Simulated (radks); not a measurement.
# A spherical quantum dot from 8 to 13 electrons

Which level does each new electron take in a parabolic well with ω = 0.107 hartree*, and at which counts is the dot hardest to charge further? Each count tries a few candidate levels and keeps the lowest.

Program: radks, version 2. Model: non-relativistic spin-polarised Kohn-Sham, LDA (Slater exchange, Perdew-Wang correlation), spherically averaged shells. All values are calculated.

## (1) The system

```
well                     : a parabolic well with ω = 0.107 hartree*
functional               : LDA (Slater exchange, Perdew-Wang correlation)
levels                   : named by radial order: 1s, 1p, 1d, 2s, 1f and so on
units                    : effective atomic units, hartree* and bohr*
configuration carried in : 1s2 1p(up 3, down 2) (N = 7, energy 4.779191)
```

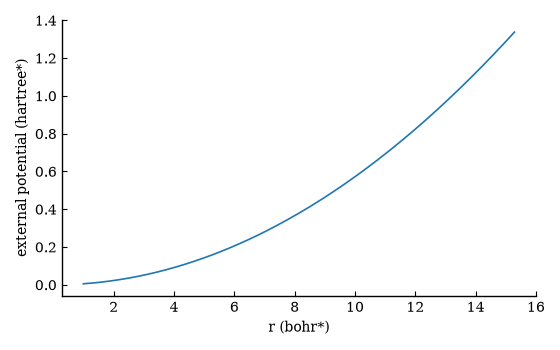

The external potential that the electrons feel.

The runs that follow: 8 electrons; N = 9; N = 10; 11 electrons; 12 electrons; 13 electrons.

Q: Predict the outcome of this session. Wanted: closed shells at N; largest addition energy; most unpaired electrons; polarisability at N = 8; configuration at N = 13.

The runs gave:

| quantity | value |
| --- | --- |
| closed shells at N | 8 |
| largest addition energy | 0.152 hartree* at N = 8 (of N = 8 to 12) |
| most unpaired electrons | 5 at N = 13 |
| polarisability at N = 8 | 698.8 bohr*³ |
| configuration at N = 13 | 1s2 1p6 1d(up 5, down 0) |

All occupied shells are full at N = 8, and the second difference peaks there. Among the lowest states kept at each count, up to 5 electrons are unpaired (N = 13), since exchange favours parallel spins. In a parabolic well without a central charge the polarisability is N/ω² whatever the interaction, here 698.8. The model keeps every shell spherical, so real clusters and dots, which can deform, may order levels otherwise.
